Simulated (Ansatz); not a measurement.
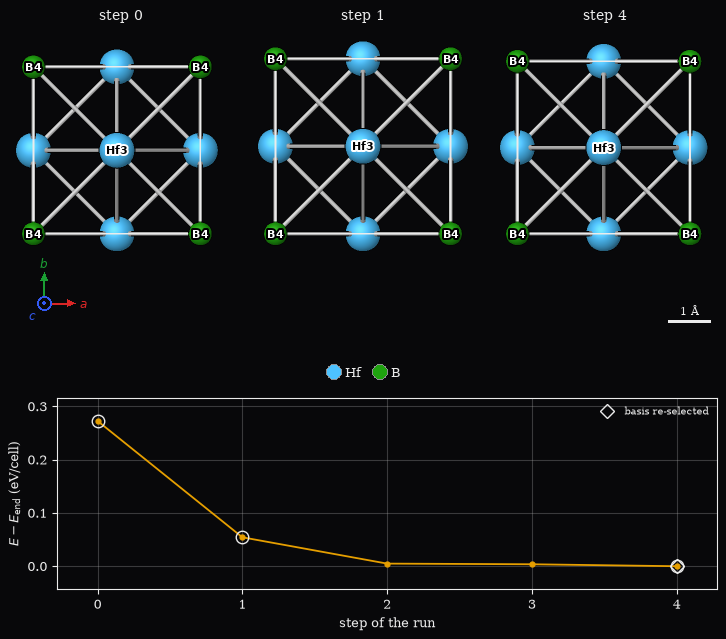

Frames of a relaxation of solid Hf3B (built on the Cu3Au (L1_2)_221 type) (coarse preliminary run), marked on the history of the run. The picture is a ball-and-stick view of the cell of the calculation, seen along the c axis.

Case: Cu3Au (L1_2) type (Pm-3m, No. 221).

The calculation used DFT PBE, scalar-relativistic, plane waves, PAW in Ansatz 0.2.0.

Input
```yaml
crystal:
  lattice:
    - [3.9935573403, 0.0, 0.0]
    - [0.0, 3.9935573403, 0.0]
    - [0.0, 0.0, 3.9935573403]
  atoms:
    - { symbol: Hf, position: [0.0, 0.5, 0.5] }
    - { symbol: Hf, position: [0.5, 0.0, 0.5] }
    - { symbol: Hf, position: [0.5, 0.5, 0.0] }
    - { symbol: B, position: [0.0, 0.0, 0.0] }
basis:
  ecutwfc: 420
kpoints:
  mp_grid: { grid: [4, 4, 4] }
hamiltonian:
  xc: pbe
scf:
  occupations: { method: gaussian, width: 0.1 }
  lower_state_search: "off"
output:
  forces: true
  stress: true
  eigenvalues: true
relax:
  adjacent_minimum: "off"
  f_tol: 0.04
  max_steps: 70
  cell: { stress_tol: 0.4 }
```

Command:
```bash
ansatz run input.yaml --threads 1 --pin off --max-ram 2560MiB --backend cpu --events-out ev --progress --plain --runs-dir out
```

### Describe the path.

No atom moves by more than 0.005 Å relative to the cell. The volume changes by +10.4 %, with a = b = c 3.994 → 4.127 Å (+3.3 %). Near-neighbour distances that change, for instance: Hf1–Hf2 2.824 → 2.918 Å, Hf1–B4 2.824 → 2.918 Å. The space group stays Pm-3m (No. 221). The energy falls by 0.273 eV per cell of the calculation in 3 accepted moves (4 points after the start). All forces vanish by symmetry, so only the cell relaxes. Pressure: 14.36 GPa at the start and 0.05 GPa at the end. The SCF was repeated once at an unchanged geometry on a basis and grid sized afresh for the cell, which shifted the energy by 3.7 meV per cell of the calculation at most. From step 0 to 1: volume +15.3 %, energy −0.218 eV per cell of the calculation. From step 1 to 4: volume −4.3 %, energy −54.3 meV per cell of the calculation.

| step | E − E(0), meV/atom | pressure, GPa | volume, Å³/atom | note |
| --- | --- | --- | --- | --- |
| 0 | 0.00 | 14.36 | 15.923 |  |
| 1 | -54.58 | -4.81 | 18.367 |  |
| 2 | -66.93 | -0.72 | 17.686 |  |
| 3 | -67.24 | 0.04 | 17.571 |  |
| 4 | -68.16 | 0.05 | 17.571 | same geometry, new basis |

Limits of the set-up: the k-point mesh is coarse for a cell with partly filled bands.
